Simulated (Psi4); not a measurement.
# UMP2/cc-pVQZ-DK (sfX2C, density fitting with def2-universal-jkfit, density fitting for correlation, sweep point 3) run of GeNH3Cl (SMILES [NH2][GeH][Cl])

Aim: the vertical doublet–quartet gap of GeNH3Cl at UMP2/cc-pVQZ-DK (sfX2C, density fitting with def2-universal-jkfit, density fitting for correlation, sweep point 3), from 2 runs. 

The results are computed with Psi4 1.11.

## 1. Starting point

GeNH3Cl: 6 atoms, total charge 0, spin state doublet. SMILES: `[NH2][GeH][Cl]`. The coordinates come from a PBE0-D4/def2-TZVP relaxation. This is one conformer, not always the lowest.

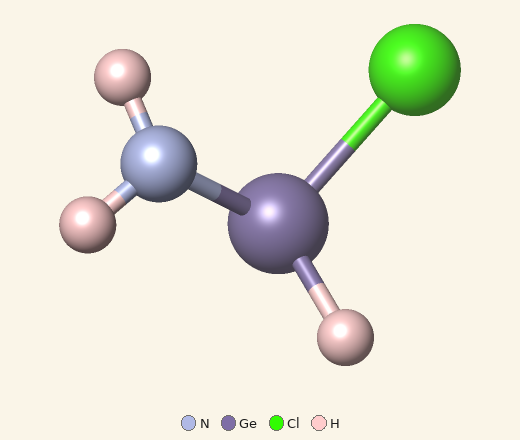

The structure, seen from a chosen angle (nitrogen light blue, germanium purple, chlorine green, hydrogen pink).

## 2. A single-point energy at UMP2/cc-pVQZ-DK (sfX2C, density fitting with def2-universal-jkfit, density fitting for correlation, sweep point 3)

calc.inp reads:

```
memory 1600 MB

molecule {
  0 2
  N     -0.446300     0.317900    -0.788300
  Ge     0.075400    -0.151000     0.908100
  Cl     1.243000    -1.956900     0.623300
  H     -0.984500     1.171200    -0.861400
  H     -0.888700    -0.414300    -1.327200
  H      1.043200     0.969100     1.399300
  symmetry c1
}

set {
  basis cc-pVQZ-DK
  reference uhf
  puream true
  scf_type df
  num_frozen_docc 15
  maxiter 100
  df_basis_scf def2-universal-jkfit
  relativistic x2c
}

e_tot, wfn = energy('mp2', return_wfn=True)
```

Started as:

```sh
psi4 calc.inp calc.out -n 1
```

calc.out:

```text
[...]
  Running in c1 symmetry.
[...]
  Nuclear repulsion =  259.076800327063836
[...]
  Multiplicity = 2
[...]
  Nalpha       = 30
  Nbeta        = 29
[...]
    Number of basis functions: 272
[...]
    WARNING: The X2C and Dirac Hamiltonians have substatially different eigenvalues!
             This is probably caused by the recontraction of the basis set.
[...]
   @DF-UHF iter   1: -2613.09793513057321   -3.54171e+00   8.81634e-03 ADIIS/DIIS
[...]
   @DF-UHF iter  16: -2614.32748343198909   -4.54747e-11   5.96754e-09 DIIS
[...]
   @S^2 Observed:                7.630685337E-01
[...]
    Orbital Energies [Eh]
    ---------------------
    Alpha Occupied:
       1A   -410.845155     2A   -105.189012     3A    -53.454921
       4A    -46.550886     5A    -46.549331     6A    -46.548348
       7A    -15.574000     8A    -10.608056     9A     -8.011045
      10A     -8.008200    11A     -8.007984    12A     -7.433671
      13A     -5.245709    14A     -5.241320    15A     -5.238440
      16A     -1.637795    17A     -1.635297    18A     -1.634083
      19A     -1.631321    20A     -1.630007    21A     -1.155828
      22A     -1.080036    23A     -0.729300    24A     -0.669041
      25A     -0.547801    26A     -0.512916    27A     -0.488446
      28A     -0.452547    29A     -0.449239    30A     -0.336592
    Alpha Virtual:
[...]
  @DF-UHF Final Energy: -2614.32748343198909
   => Energetics <=
    Nuclear Repulsion Energy =            259.0768003270638360
    One-Electron Energy =               -4153.1946176152869157
    Two-Electron Energy =                1279.7903338562341560
    Total Energy =                      -2614.3274834319890942
  UHF NO Occupations:
  HONO-2 :   28  A 1.9981058
  HONO-1 :   29  A 1.9963478
  HONO-0 :   30  A 1.0000000
  LUNO+0 :   31  A 0.0036522
  LUNO+1 :   32  A 0.0018942
[...]
 Multipole Moments:
 ------------------------------------------------------------------------------------
     Multipole            Electronic (a.u.)      Nuclear  (a.u.)        Total (a.u.)
 ------------------------------------------------------------------------------------
 L = 1.  Multiply by 2.5417464519 to convert [e a0] to [Debye]
 Dipole X            :         -0.8014371           -0.1292250           -0.9306622
 Dipole Y            :          0.2659332            0.4636322            0.7295654
 Dipole Z            :          5.2370657           -5.2413884           -0.0043227
 Magnitude           :                                                    1.1825466
[...]
```

Run time: 25 s. Hardware: 1 thread of Intel Xeon Platinum 8259CL at 2.50GHz (Skylake/Cascade Lake), shared host; peak memory 0.93 GiB.

## 3. The quartet at the same level

calc.dat reads:

```
memory 1600 mb

molecule m {
  0 4
  N     -0.446300     0.317900    -0.788300
  Ge     0.075400    -0.151000     0.908100
  Cl     1.243000    -1.956900     0.623300
  H     -0.984500     1.171200    -0.861400
  H     -0.888700    -0.414300    -1.327200
  H      1.043200     0.969100     1.399300
  symmetry c1
}

set globals {
  reference       uhf
  puream          true
  scf_type        df
  num_frozen_docc 15
  maxiter         100
  df_basis_scf    def2-universal-jkfit
  relativistic    x2c
}

energy_value, wavefunction = energy("mp2/cc-pVQZ-DK", return_wfn=True)
print_variables()
```

Started as:

```sh
psi4 -n 1 calc.dat calc.out
```

calc.out:

```text
[...]
  Running in c1 symmetry.
[...]
  Nuclear repulsion =  259.076800327063836
[...]
  Multiplicity = 4
[...]
  Nalpha       = 31
  Nbeta        = 28
[...]
    Number of basis functions: 272
[...]
    WARNING: The X2C and Dirac Hamiltonians have substatially different eigenvalues!
             This is probably caused by the recontraction of the basis set.
[...]
   @DF-UHF iter   1: -2612.64560261735642   -3.08938e+00   9.14878e-03 DIIS/ADIIS
[...]
   @DF-UHF iter  35: -2614.07290445946956   -2.76486e-10   9.60781e-09 DIIS
[...]
   @S^2 Observed:                3.771362648E+00
[...]
    Orbital Energies [Eh]
    ---------------------
    Alpha Occupied:
       1A   -410.798305     2A   -105.328642     3A    -53.410542
       4A    -46.506592     5A    -46.505094     6A    -46.503143
       7A    -15.555479     8A    -10.748489     9A     -8.165902
      10A     -8.146193    11A     -8.141930    12A     -7.391434
      13A     -5.202814    14A     -5.200247    15A     -5.194523
      16A     -1.595648    17A     -1.590595    18A     -1.590070
      19A     -1.587516    20A     -1.586601    21A     -1.245282
      22A     -1.133540    23A     -0.754980    24A     -0.664744
      25A     -0.648746    26A     -0.599757    27A     -0.577784
      28A     -0.505171    29A     -0.461148    30A     -0.333640
      31A     -0.145484
[...]
  @DF-UHF Final Energy: -2614.07290445946956
   => Energetics <=
    Nuclear Repulsion Energy =            259.0768003270638360
    One-Electron Energy =               -4152.4237387975226738
    Two-Electron Energy =                1279.2740340109896806
    Total Energy =                      -2614.0729044594691004
  UHF NO Occupations:
  HONO-2 :   29  A 1.0000000
  HONO-1 :   30  A 1.0000000
  HONO-0 :   31  A 1.0000000
  LUNO+0 :   32  A 0.0042619
  LUNO+1 :   33  A 0.0030204
[...]
 Multipole Moments:
 ------------------------------------------------------------------------------------
     Multipole            Electronic (a.u.)      Nuclear  (a.u.)        Total (a.u.)
 ------------------------------------------------------------------------------------
 L = 1.  Multiply by 2.5417464519 to convert [e a0] to [Debye]
 Dipole X            :          0.3351940           -0.1292250            0.2059690
 Dipole Y            :         -1.5926633            0.4636322           -1.1290311
 Dipole Z            :          4.8020437           -5.2413884           -0.4393448
 Magnitude           :                                                    1.2288850
[...]
```

Wall time 33 s (1 thread of Intel Xeon Platinum 8259CL at 2.50GHz (Skylake/Cascade Lake), shared host); peak memory 0.93 GiB.

## 4. Outcome

At UMP2/cc-pVQZ-DK (sfX2C, density fitting with def2-universal-jkfit, density fitting for correlation, sweep point 3), 15 core orbitals frozen:

```
                                                           quantity           value
                                              doublet: total energy  -2615.01571 Eh
doublet: HOMO energy (Hartree–Fock orbitals) (highest over α and β)        -9.16 eV
 doublet: LUMO energy (Hartree–Fock orbitals) (lowest over α and β)         0.62 eV
              doublet: correlation energy (15 core orbitals frozen)      -688.2 mEh
                         doublet: ⟨S²⟩ of the reference determinant           0.763
                                              quartet: total energy  -2614.74339 Eh
quartet: HOMO energy (Hartree–Fock orbitals) (highest over α and β)        -3.96 eV
 quartet: LUMO energy (Hartree–Fock orbitals) (lowest over α and β)        -2.74 eV
              quartet: correlation energy (15 core orbitals frozen)      -670.5 mEh
                         quartet: ⟨S²⟩ of the reference determinant           3.771
                   vertical energy of the quartet above the doublet        7.410 eV
```

**Reading.** At this shape the quartet lies 7.41 eV (171 kcal/mol) above the doublet.
